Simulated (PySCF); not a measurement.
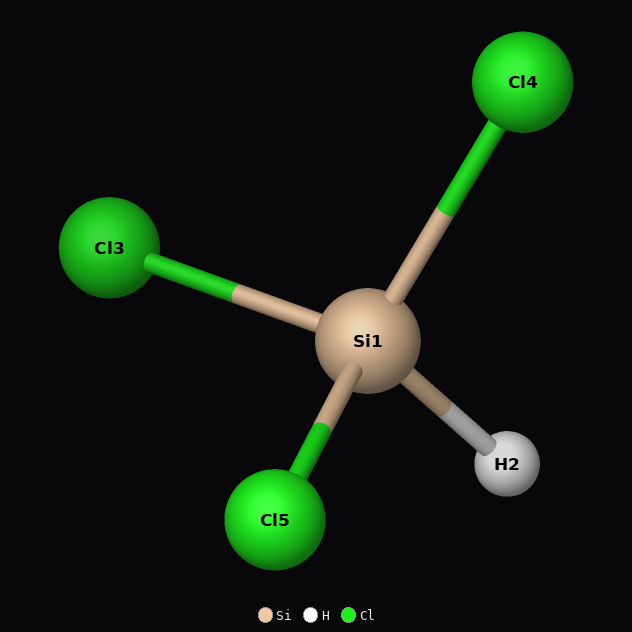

Computed geometry: PBE0-D3(BJ)/def2-SVP optimisation. No frequency run is at hand to confirm it as a minimum. Method: delta-SCF UKS SCAN, pcX-2 on the ionised atom (unc-x2c-TZVPall on a metal), pcseg-1 elsewhere, spin-free X2C (PySCF 2.14.0).

Give the core-electron binding energies (to vacuum; p and d levels without spin–orbit splitting) of Si1 1s, Si1 2p, Cl3 1s, Cl3 2p.

| atom | level | binding energy (eV) |
| --- | --- | --- |
| Si1 | 1s | 1849.9 |
| Si1 | 2p | 110.0 |
| Cl3 | 1s | 2829.4 |
| Cl3 | 2p | 207.3 |
